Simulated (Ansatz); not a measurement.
```yaml
atoms:
  - { symbol: Al, position_ang: [-1.3689, 1.8006, -0.4506] }
  - { symbol: Al, position_ang: [-0.0083, -1.1421, 0.5029] }
  - { symbol: Cl, position_ang: [1.2253, -1.2081, 2.1871] }
  - { symbol: F, position_ang: [-0.2679, -2.5706, -0.3053] }
  - { symbol: O, position_ang: [-0.7031, 0.2919, -0.0065] }
  - { symbol: H, position_ang: [-0.5460, 2.7005, -1.4476] }
  - { symbol: H, position_ang: [-2.7651, 2.1947, 0.1629] }
```

Geometry: B3LYP-D3(BJ)/6-311G**.

Level of theory: isolated molecule in a Gaussian basis; Kohn-Sham density functional theory, functional PBE0 in Ansatz 0.2.0.

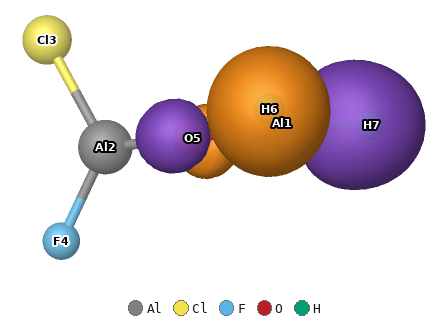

Al2ClFH2O. The HOMO at ±0.15 Å⁻³ᐟ² (orange and purple are the two phases), seen at a tilt.

**What is the character of this orbital?**

By Hirshfeld shares it lies mainly on Al1 (about 30 %), H6 (about 25 %), H7 (about 25 %) and O5 (about 15 %). Its energy is −8.57 eV.
